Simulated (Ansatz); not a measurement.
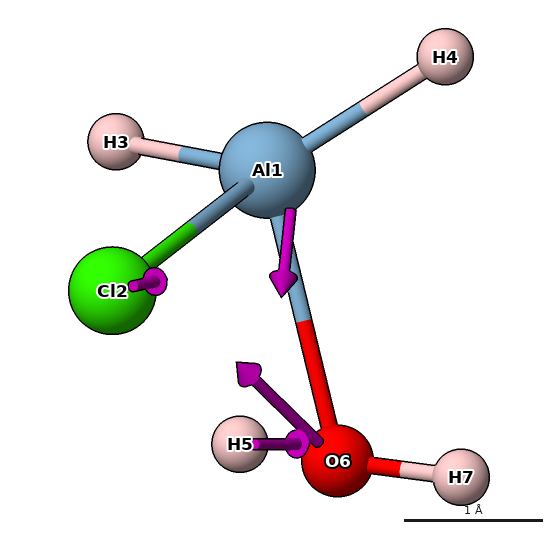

Arrows show the forces on the atoms, 0.3 Å of arrow for 1 eV/Å; forces under a tenth of the largest aren't drawn. Level of theory: PBE0-D4/def2-SVP (Ansatz 0.2.0).

Question: On which atom is the force largest, and how large is it?

Answer: On O6: 3.61 eV/Å.

Question: Along which bond is the force strongest?

Answer: Al1–O6, now 2.178 Å: the forces pull its atoms together, so a first step downhill shortens it.

List the force components in the frame of the picture (x right, y up, z towards the viewer), in eV/Å.

| atom | Fx | Fy | Fz |
| --- | --- | --- | --- |
| Al1 | −0.23 | −2.14 | 1.28 |
| Cl2 | 0.85 | 0.18 | −1.43 |
| H3 | 0.01 | −0.01 | −0.01 |
| H4 | 0.00 | 0.00 | 0.01 |
| H5 | 1.36 | 0.01 | −2.09 |
| O6 | −2.02 | 1.98 | 2.24 |
| H7 | 0.02 | −0.02 | 0.00 |
